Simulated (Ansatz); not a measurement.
Bands of a (8,0) antimony nanotube, along its axis.

Levels: PBE (plane waves to 420 eV, PAW; Ansatz, a quantum-chemistry and plane-wave program); Ansatz with PBE with spin-orbit coupling. Unmarked values and the geometry are of the first. Mesh 1×1×6. No spin polarisation. Isolated but for its images some 11 Å away. A hypothetical model, rolled from the flat sheet. It keeps the symmetry and period of its start, so it need not be a minimum against all distortions. Values not marked SOC lack spin–orbit coupling.

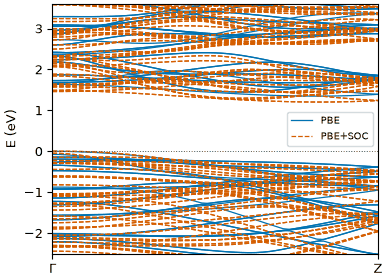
Bands from the zone centre to the zone edge (period 7.12 Å); the dotted line marks the highest filled level of each set

Question: Is it a metal or a semiconductor at this level? Give what the bands show.

Answer: A semiconductor in PBE.
- PBE gap: 1.35 eV, indirect, from Γ to k = 0.406 × 2π/c
- PBE+SOC gap at this geometry: 1.20 eV
